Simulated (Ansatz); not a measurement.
## HfBrCl₃: molecular dynamics

HfBrCl₃, computed with RKS PBE-d3bj/def2-SVP (Ansatz 0.2.0).

The geometry comes from this level: PBE0-D4/def2-TZVP.

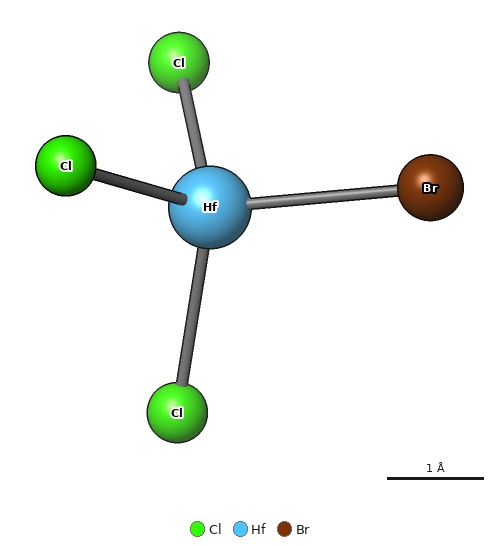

*The structure as given in the input (ball-and-stick view, seen at a tilt). Sticks mark near contacts.*

Bond lengths as drawn: Br–Hf 2.47 Å and Cl–Hf 2.32 Å.

Key numbers:

```tsv
quantity	value
outcome	finished
mean temperature over the second half	402 K
trajectory	30 steps, 60 fs
ensemble	nvt_nose_hoover
temperature in the input	700 K
time step	2 fs
potential energy (last step)	−108884.2584 eV
mean-field energy (last step)	−108884.0599 eV
dispersion energy (last step)	−0.1985 eV
SCF solution under orbital rotations (last step)	stable
largest force (length of the vector) (last step)	1.464 eV/Å
dipole moment (last step)	0.61 D
hardware	4 threads of Arm Neoverse V1, 23 GiB of memory available, shared host
wall time	59 s (CPU time 3.7 min)
peak memory	0.44 GiB
```

Remarks:

So short a trajectory is not equilibrated. The temperature stays far from the 700 K of the thermostat over the second half: the run isn't equilibrated.

Input:
```yaml
crystal:
  periodic: [false, false, false]
  atoms:
    - {symbol: Cl, position_ang: [-0.803388, -0.141168, 2.167011]}
    - {symbol: Hf, position_ang: [0.006269, -0.041774, -0.000901]}
    - {symbol: Cl, position_ang: [2.026911, -1.168195, -0.117026]}
    - {symbol: Cl, position_ang: [-1.513735, -1.042905, -1.433598]}
    - {symbol: Br, position_ang: [0.333841, 2.320442, -0.656985]}
basis:
  gaussian: {orbitals: def2-SVP}
hamiltonian: {xc: {name: PBE}, dispersion: d3bj}
md: {timestep: 2 fs, n_steps: 30, ensemble: nvt_nose_hoover, temperature: 700, initial_velocities: maxwell_boltzmann, seed: 892}
```

Command:
```bash
ansatz run in.yaml --threads 4 --pin off --events-out ev --progress --plain --max-ram 10444MiB
```

The program's output:
```
Functional definition: PBE
  name "PBE"
  cite "Perdew, Burke & Ernzerhof, Phys. Rev. Lett. 77, 3865 (1996) doi:10.1103/PhysRevLett.77.3865"
  parent pbe
  parameter kappa = 0.804
  parameter beta = 0.06672455060314922
  exchange = pbe_x(kappa = kappa, mu = beta*pi^2/3)
  correlation = pbe_c(beta = beta)
1244 factors; their error is unknown
mean field evaluation 1: about -108883.6186 eV, gradient 1.8e1 eV
mean field evaluation 2: about -108883.0947 eV, gradient 2.3e1 eV
mean field evaluation 4: about -108884.3576 eV, gradient 2.0e0 eV
mean field evaluation 8: about -108884.3707 eV, gradient 1.5e-2 eV
mean field evaluation 16: about -108884.2350 eV, gradient 7.2e-5 eV
mean field -108884.23498042 eV, -4001.4218311450 hartree, gradient 7.2e-5 eV, S^2 0.000000; 0 other end points of the search recorded, 0 dependent functions left out
the calculation of the forces begins
reference -108884.23505244 eV, -4001.4218337917 hartree; 49, 49 occupied and 69, 69 virtual orbitals, 1244 factors
md step     0: t =     0.00 fs  T =   700.0 K  F+E_penalty+E_count = -108884.43659561 eV  E_kin = 0.271446 eV  conserved = -108884.16514961 eV  (26 SCF iters)
these checks for a lower state are left out or cut short: starts, cluster_reference, orbital_swaps, neighbouring_geometries, increment
1244 factors; their error is unknown
mean field -108884.23581158 eV, -4001.4218616897 hartree, gradient 2.3e-5 eV, S^2 0.000000; 0 other end points of the search recorded, 0 dependent functions left out
the calculation of the forces begins
reference -108884.23588361 eV, -4001.4218643368 hartree; 49, 49 occupied and 69, 69 virtual orbitals, 1244 factors
md step     1: t =     2.00 fs  T =   701.4 K  F+E_penalty+E_count = -108884.43713193 eV  E_kin = 0.271979 eV  conserved = -108884.16515309 eV  (29 SCF iters)
[... from here on the SCF iterations and repeated set-up lines of each step are left out, up to the last step ...]
md step     2: t =     4.00 fs  T =   693.3 K  F+E_penalty+E_count = -108884.43398962 eV  E_kin = 0.268854 eV  conserved = -108884.16513502 eV  (29 SCF iters)
md step     3: t =     6.00 fs  T =   676.6 K  F+E_penalty+E_count = -108884.42746745 eV  E_kin = 0.262371 eV  conserved = -108884.16509817 eV  (29 SCF iters)
md step     4: t =     8.00 fs  T =   652.7 K  F+E_penalty+E_count = -108884.41815769 eV  E_kin = 0.253122 eV  conserved = -108884.16504661 eV  (30 SCF iters)
md step     5: t =    10.00 fs  T =   623.9 K  F+E_penalty+E_count = -108884.40687677 eV  E_kin = 0.241924 eV  conserved = -108884.16498688 eV  (30 SCF iters)
md step     6: t =    12.00 fs  T =   592.4 K  F+E_penalty+E_count = -108884.39456673 eV  E_kin = 0.229716 eV  conserved = -108884.16492621 eV  (30 SCF iters)
md step     7: t =    14.00 fs  T =   560.8 K  F+E_penalty+E_count = -108884.38218426 eV  E_kin = 0.217456 eV  conserved = -108884.16487156 eV  (30 SCF iters)
md step     8: t =    16.00 fs  T =   531.2 K  F+E_penalty+E_count = -108884.37059205 eV  E_kin = 0.206004 eV  conserved = -108884.16482850 eV  (30 SCF iters)
md step     9: t =    18.00 fs  T =   505.5 K  F+E_penalty+E_count = -108884.36046954 eV  E_kin = 0.196041 eV  conserved = -108884.16480136 eV  (30 SCF iters)
md step    10: t =    20.00 fs  T =   484.8 K  F+E_penalty+E_count = -108884.35225228 eV  E_kin = 0.188003 eV  conserved = -108884.16479056 eV  (30 SCF iters)
md step    11: t =    22.00 fs  T =   469.5 K  F+E_penalty+E_count = -108884.34611482 eV  E_kin = 0.182070 eV  conserved = -108884.16479538 eV  (30 SCF iters)
md step    12: t =    24.00 fs  T =   459.5 K  F+E_penalty+E_count = -108884.34198612 eV  E_kin = 0.178176 eV  conserved = -108884.16481248 eV  (30 SCF iters)
md step    13: t =    26.00 fs  T =   454.0 K  F+E_penalty+E_count = -108884.33959719 eV  E_kin = 0.176059 eV  conserved = -108884.16483766 eV  (31 SCF iters)
md step    14: t =    28.00 fs  T =   452.1 K  F+E_penalty+E_count = -108884.33854420 eV  E_kin = 0.175323 eV  conserved = -108884.16486667 eV  (31 SCF iters)
md step    15: t =    30.00 fs  T =   452.6 K  F+E_penalty+E_count = -108884.33835494 eV  E_kin = 0.175502 eV  conserved = -108884.16489576 eV  (31 SCF iters)
md step    16: t =    32.00 fs  T =   454.2 K  F+E_penalty+E_count = -108884.33854773 eV  E_kin = 0.176119 eV  conserved = -108884.16492193 eV  (31 SCF iters)
md step    17: t =    34.00 fs  T =   455.8 K  F+E_penalty+E_count = -108884.33867736 eV  E_kin = 0.176732 eV  conserved = -108884.16494368 eV  (48 SCF iters)
md step    18: t =    36.00 fs  T =   456.3 K  F+E_penalty+E_count = -108884.33836346 eV  E_kin = 0.176961 eV  conserved = -108884.16496031 eV  (31 SCF iters)
md step    19: t =    38.00 fs  T =   455.2 K  F+E_penalty+E_count = -108884.33730406 eV  E_kin = 0.176502 eV  conserved = -108884.16497182 eV  (31 SCF iters)
md step    20: t =    40.00 fs  T =   451.6 K  F+E_penalty+E_count = -108884.33527611 eV  E_kin = 0.175131 eV  conserved = -108884.16497866 eV  (31 SCF iters)
md step    21: t =    42.00 fs  T =   445.3 K  F+E_penalty+E_count = -108884.33212850 eV  E_kin = 0.172691 eV  conserved = -108884.16498198 eV  (31 SCF iters)
md step    22: t =    44.00 fs  T =   436.0 K  F+E_penalty+E_count = -108884.32777202 eV  E_kin = 0.169089 eV  conserved = -108884.16498259 eV  (31 SCF iters)
md step    23: t =    46.00 fs  T =   423.7 K  F+E_penalty+E_count = -108884.32217189 eV  E_kin = 0.164285 eV  conserved = -108884.16497993 eV  (31 SCF iters)
md step    24: t =    48.00 fs  T =   408.2 K  F+E_penalty+E_count = -108884.31534897 eV  E_kin = 0.158295 eV  conserved = -108884.16497401 eV  (31 SCF iters)
md step    25: t =    50.00 fs  T =   389.9 K  F+E_penalty+E_count = -108884.30738294 eV  E_kin = 0.151192 eV  conserved = -108884.16496401 eV  (31 SCF iters)
md step    26: t =    52.00 fs  T =   369.1 K  F+E_penalty+E_count = -108884.29842180 eV  E_kin = 0.143117 eV  conserved = -108884.16494965 eV  (31 SCF iters)
md step    27: t =    54.00 fs  T =   346.3 K  F+E_penalty+E_count = -108884.28868933 eV  E_kin = 0.134287 eV  conserved = -108884.16493011 eV  (31 SCF iters)
md step    28: t =    56.00 fs  T =   322.4 K  F+E_penalty+E_count = -108884.27849215 eV  E_kin = 0.125003 eV  conserved = -108884.16490539 eV  (31 SCF iters)
md step    29: t =    58.00 fs  T =   298.2 K  F+E_penalty+E_count = -108884.26821870 eV  E_kin = 0.115644 eV  conserved = -108884.16487641 eV  (31 SCF iters)
these checks for a lower state are left out or cut short: starts, cluster_reference, orbital_swaps, neighbouring_geometries, increment
1244 factors; their error is unknown
mean field -108884.05984581 eV, -4001.4153950671 hartree, gradient 8.5e-6 eV, S^2 0.000000; 0 other end points of the search recorded, 0 dependent functions left out
the calculation of the forces begins
reference -108884.05991709 eV, -4001.4153976866 hartree; 49, 49 occupied and 69, 69 virtual orbitals, 1244 factors
1244 factors; their error is unknown
mean field evaluation 256: about -108884.0598 eV, gradient 5.0e-4 eV
mean field -108884.05984581 eV, -4001.4153950671 hartree, gradient 7.7e-6 eV, S^2 0.000000; 1 other end points of the search recorded, 0 dependent functions left out
the calculation of the forces begins
reference -108884.05991709 eV, -4001.4153976866 hartree; 49, 49 occupied and 69, 69 virtual orbitals, 1244 factors
md step    30: t =    60.00 fs  T =   275.1 K  F+E_penalty+E_count = -108884.25832717 eV  E_kin = 0.106663 eV  conserved = -108884.16484454 eV  (48 SCF iters)
```

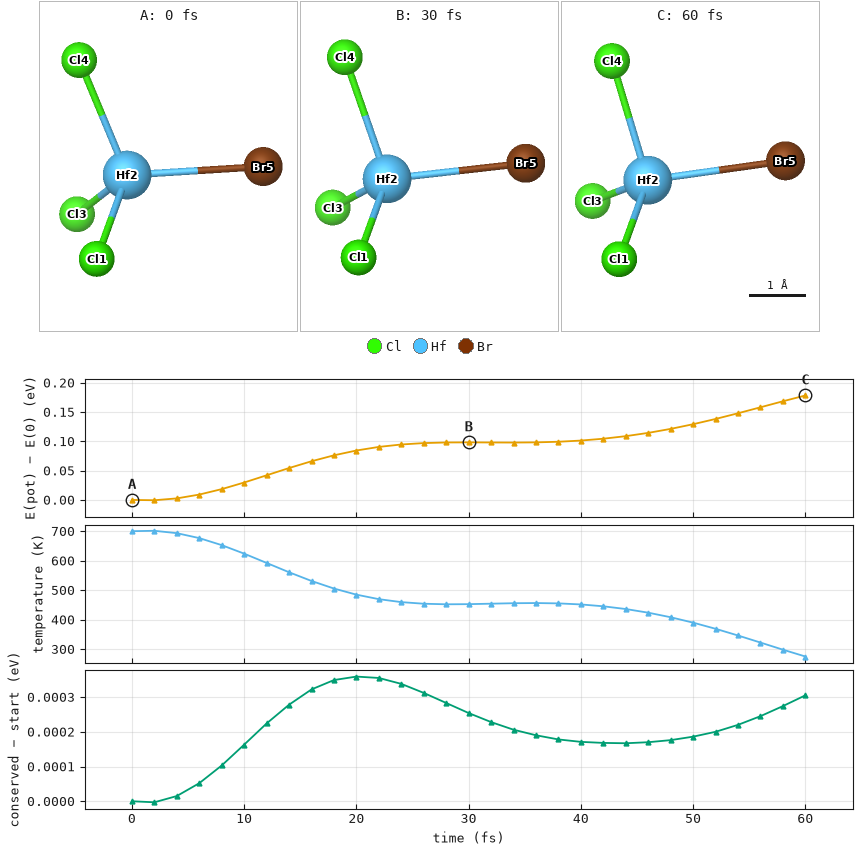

*Frames of the molecular dynamics (ball-and-stick, seen at a tilt) above the curves, on which the letters mark them.*

The trajectory kept here has 31 frames over 60 fs. The temperature starts at 700 K, ranges from 275 to 701 K and averages 402 K over the second half. The potential energy ends 0.178 eV above its first value. The conserved quantity stays within 0.00036 eV. After an unweighted best fit of the last frame on the first, the root-mean-square displacement is 0.19 Å.

```
Total energy: -108884.25839845 eV, -4001.4226917420 hartree
Atom 0 at    -1.003796    -0.089815     2.264789 Å, force     0.640300    -0.077363    -1.033564 eV/Å
Atom 1 at     0.071252    -0.056639     0.072660 Å, force    -0.807463     0.868411     0.858525 eV/Å
Atom 2 at     1.978311    -1.310901    -0.327743 Å, force     0.403124    -0.116259     0.142532 eV/Å
Atom 3 at    -1.372512    -0.879374    -1.508473 Å, force    -0.407875    -0.290624    -0.223388 eV/Å
Atom 4 at     0.236504     2.321624    -0.737977 Å, force     0.171914    -0.384165     0.255895 eV/Å
Dipole moment:     0.119863    -0.041229    -0.009541 e Å
```

Trajectory as extended XYZ (Å, eV, eV/Å), 18 of the 31 frames kept, from step=0 to step=30:
```
5
Properties=species:S:1:pos:R:3:forces:R:3 step=0 time_fs=0.0 energy=-108884.43660 temperature=700.0
Cl   -0.8034   -0.1412    2.1670   -0.1277  -0.0071   0.3428
Hf    0.0063   -0.0418   -0.0009    0.0182   0.1291  -0.0365
Cl    2.0269   -1.1682   -0.1170    0.3233  -0.1705  -0.0206
Cl   -1.5137   -1.0429   -1.4336   -0.2413  -0.1505  -0.2305
Br    0.3338    2.3204   -0.6570    0.0276   0.1990  -0.0552
5
Properties=species:S:1:pos:R:3:forces:R:3 step=2 time_fs=4.0 energy=-108884.43399 temperature=693.3
Cl   -0.8115   -0.1363    2.1561   -0.2337  -0.0259   0.6435
Hf    0.0081   -0.0425    0.0114    0.2495   0.0462  -0.5924
Cl    2.0363   -1.1869   -0.1366    0.0859  -0.0296   0.0265
Cl   -1.5095   -1.0356   -1.4478   -0.1184  -0.0635  -0.0794
Br    0.3272    2.3249   -0.6648    0.0167   0.0728   0.0018
5
Properties=species:S:1:pos:R:3:forces:R:3 step=4 time_fs=8.0 energy=-108884.41816 temperature=652.7
Cl   -0.8205   -0.1315    2.1480   -0.3276  -0.0411   0.8983
Hf    0.0102   -0.0431    0.0233    0.4571  -0.0383  -1.1111
Cl    2.0462   -1.2057   -0.1560   -0.1427   0.1088   0.0778
Cl   -1.5057   -1.0286   -1.4623    0.0061   0.0225   0.0759
Br    0.3206    2.3294   -0.6726    0.0070  -0.0519   0.0592
5
Properties=species:S:1:pos:R:3:forces:R:3 step=5 time_fs=10.0 energy=-108884.40688 temperature=623.9
Cl   -0.8256   -0.1292    2.1454   -0.3646  -0.0471   0.9957
Hf    0.0114   -0.0434    0.0289    0.5443  -0.0771  -1.3377
Cl    2.0509   -1.2150   -0.1656   -0.2481   0.1739   0.1038
Cl   -1.5039   -1.0250   -1.4695    0.0655   0.0627   0.1510
Br    0.3172    2.3317   -0.6764    0.0030  -0.1123   0.0872
5
Properties=species:S:1:pos:R:3:forces:R:3 step=7 time_fs=14.0 energy=-108884.38218 temperature=560.8
Cl   -0.8369   -0.1247    2.1434   -0.4083  -0.0552   1.1084
Hf    0.0141   -0.0441    0.0391    0.6717  -0.1426  -1.6926
Cl    2.0594   -1.2329   -0.1844   -0.4337   0.2912   0.1544
Cl   -1.4999   -1.0177   -1.4833    0.1732   0.1336   0.2893
Br    0.3106    2.3360   -0.6840   -0.0029  -0.2270   0.1404
5
Properties=species:S:1:pos:R:3:forces:R:3 step=9 time_fs=18.0 energy=-108884.36047 temperature=505.5
Cl   -0.8500   -0.1205    2.1463   -0.4022  -0.0583   1.0947
Hf    0.0174   -0.0450    0.0480    0.7252  -0.1865  -1.8879
Cl    2.0661   -1.2495   -0.2025   -0.5788   0.3873   0.2002
Cl   -1.4951   -1.0098   -1.4958    0.2610   0.1887   0.4050
Br    0.3040    2.3399   -0.6914   -0.0051  -0.3312   0.1881
5
Properties=species:S:1:pos:R:3:forces:R:3 step=11 time_fs=22.0 energy=-108884.34611 temperature=469.5
Cl   -0.8649   -0.1165    2.1538   -0.3430  -0.0575   0.9549
Hf    0.0213   -0.0460    0.0552    0.7014  -0.2049  -1.9142
Cl    2.0703   -1.2645   -0.2198   -0.6798   0.4592   0.2385
Cl   -1.4893   -1.0011   -1.5066    0.3247   0.2255   0.4919
Br    0.2974    2.3431   -0.6983   -0.0033  -0.4224   0.2289
5
Properties=species:S:1:pos:R:3:forces:R:3 step=12 time_fs=24.0 energy=-108884.34199 temperature=459.5
Cl   -0.8729   -0.1146    2.1592   -0.2952  -0.0561   0.8445
Hf    0.0235   -0.0466    0.0581    0.6627  -0.2038  -1.8688
Cl    2.0713   -1.2713   -0.2281   -0.7133   0.4856   0.2544
Cl   -1.4858   -0.9964   -1.5113    0.3466   0.2367   0.5235
Br    0.2940    2.3444   -0.7016   -0.0008  -0.4624   0.2465
5
Properties=species:S:1:pos:R:3:forces:R:3 step=14 time_fs=28.0 energy=-108884.33854 temperature=452.1
Cl   -0.8898   -0.1110    2.1726   -0.1718  -0.0526   0.5656
Hf    0.0283   -0.0478    0.0629    0.5413  -0.1796  -1.6816
Cl    2.0709   -1.2832   -0.2439   -0.7462   0.5188   0.2790
Cl   -1.4778   -0.9862   -1.5188    0.3695   0.2439   0.5613
Br    0.2874    2.3464   -0.7079    0.0072  -0.5305   0.2757
5
Properties=species:S:1:pos:R:3:forces:R:3 step=16 time_fs=32.0 energy=-108884.33855 temperature=454.2
Cl   -0.9075   -0.1076    2.1885   -0.0253  -0.0497   0.2447
Hf    0.0336   -0.0492    0.0662    0.3767  -0.1253  -1.3995
Cl    2.0674   -1.2929   -0.2584   -0.7337   0.5250   0.2935
Cl   -1.4681   -0.9749   -1.5239    0.3631   0.2311   0.5644
Br    0.2807    2.3474   -0.7137    0.0192  -0.5812   0.2969
5
Properties=species:S:1:pos:R:3:forces:R:3 step=18 time_fs=36.0 energy=-108884.33836 temperature=456.3
Cl   -0.9254   -0.1044    2.2055    0.1272  -0.0485  -0.0787
Hf    0.0393   -0.0508    0.0684    0.1881  -0.0403  -1.0619
Cl    2.0606   -1.3004   -0.2717   -0.6763   0.5037   0.2977
Cl   -1.4568   -0.9625   -1.5265    0.3263   0.1984   0.5324
Br    0.2741    2.3472   -0.7189    0.0347  -0.6132   0.3105
5
Properties=species:S:1:pos:R:3:forces:R:3 step=19 time_fs=38.0 energy=-108884.33730 temperature=455.2
Cl   -0.9342   -0.1028    2.2140    0.2009  -0.0488  -0.2312
Hf    0.0421   -0.0516    0.0691    0.0900   0.0135  -0.8825
Cl    2.0560   -1.3033   -0.2779   -0.6310   0.4825   0.2959
Cl   -1.4506   -0.9560   -1.5270    0.2964   0.1748   0.5033
Br    0.2708    2.3467   -0.7213    0.0437  -0.6220   0.3145
5
Properties=species:S:1:pos:R:3:forces:R:3 step=21 time_fs=42.0 energy=-108884.33213 temperature=445.3
Cl   -0.9511   -0.0999    2.2301    0.3364  -0.0511  -0.5040
Hf    0.0480   -0.0531    0.0699   -0.1056   0.1423  -0.5179
Cl    2.0450   -1.3076   -0.2894   -0.5083   0.4193   0.2848
Cl   -1.4372   -0.9424   -1.5263    0.2140   0.1140   0.4199
Br    0.2642    2.3447   -0.7256    0.0636  -0.6245   0.3173
5
Properties=species:S:1:pos:R:3:forces:R:3 step=23 time_fs=46.0 energy=-108884.32217 temperature=423.7
Cl   -0.9666   -0.0972    2.2441    0.4503  -0.0555  -0.7237
Hf    0.0538   -0.0546    0.0704   -0.2936   0.2955  -0.1594
Cl    2.0316   -1.3101   -0.2996   -0.3457   0.3295   0.2640
Cl   -1.4229   -0.9282   -1.5238    0.1033   0.0369   0.3055
Br    0.2578    2.3416   -0.7294    0.0857  -0.6065   0.3135
5
Properties=species:S:1:pos:R:3:forces:R:3 step=25 time_fs=50.0 energy=-108884.30738 temperature=389.9
Cl   -0.9802   -0.0948    2.2550    0.5386  -0.0612  -0.8850
Hf    0.0593   -0.0557    0.0707   -0.4678   0.4654   0.1806
Cl    2.0167   -1.3111   -0.3088   -0.1494   0.2164   0.2349
Cl   -1.4080   -0.9138   -1.5199   -0.0310  -0.0526   0.1659
Br    0.2515    2.3372   -0.7325    0.1096  -0.5680   0.3036
5
Properties=species:S:1:pos:R:3:forces:R:3 step=26 time_fs=52.0 energy=-108884.29842 temperature=369.1
Cl   -0.9862   -0.0937    2.2591    0.5727  -0.0645  -0.9434
Hf    0.0619   -0.0562    0.0709   -0.5482   0.5529   0.3398
Cl    2.0089   -1.3113   -0.3130   -0.0419   0.1530   0.2177
Cl   -1.4006   -0.9067   -1.5177   -0.1046  -0.1004   0.0894
Br    0.2484    2.3346   -0.7339    0.1219  -0.5410   0.2966
5
Properties=species:S:1:pos:R:3:forces:R:3 step=28 time_fs=56.0 energy=-108884.27849 temperature=322.4
Cl   -0.9963   -0.0916    2.2641    0.6203  -0.0711  -1.0168
Hf    0.0669   -0.0567    0.0715   -0.6919   0.7227   0.6274
Cl    1.9933   -1.3111   -0.3207    0.1825   0.0184   0.1804
Cl   -1.3860   -0.8926   -1.5129   -0.2579  -0.1978  -0.0695
Br    0.2423    2.3286   -0.7362    0.1470  -0.4722   0.2785
5
Properties=species:S:1:pos:R:3:forces:R:3 step=30 time_fs=60.0 energy=-108884.25833 temperature=275.1
Cl   -1.0038   -0.0898    2.2648    0.6403  -0.0774  -1.0336
Hf    0.0713   -0.0566    0.0727   -0.8075   0.8684   0.8585
Cl    1.9783   -1.3109   -0.3277    0.4031  -0.1163   0.1425
Cl   -1.3725   -0.8794   -1.5085   -0.4079  -0.2906  -0.2234
Br    0.2365    2.3216   -0.7380    0.1719  -0.3842   0.2559
```
